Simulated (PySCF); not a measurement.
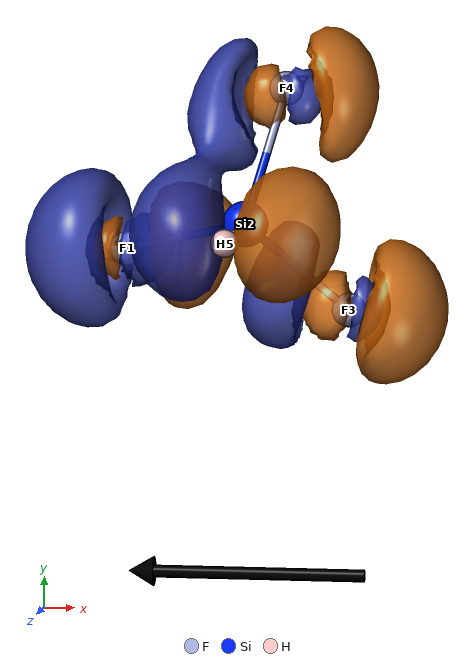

*F3HSi, SMILES `F[SiH](F)F`. Change of the electron density in a uniform field of 0.21 V/Å along −x (arrow), surfaces at ±0.0015 e/Å³ (orange: gain, blue: loss).*

Level of theory: PBE/def2-TZVP (PySCF), at a geometry from GFN2-xTB. No frequency check shows the geometry to be a minimum. A basis without diffuse functions makes polarisabilities too small.

Cartesian coordinates (Å):

```
F1      -1.3966   -0.3952   -0.2571
Si2     -0.0000    0.0000    0.3676
F3       1.0406   -1.0118   -0.2571
F4       0.3560    1.4071   -0.2571
H5       0.0001   -0.0000    1.7954
```

The field was applied in both directions; the picture shows the one opposite to the script's first.

### What dipole is induced, and what polarisability does it imply?

The induced dipole is 0.23 D (along the field); α along this axis, from the fields in both directions, is 22 bohr³ (3.3 Å³).
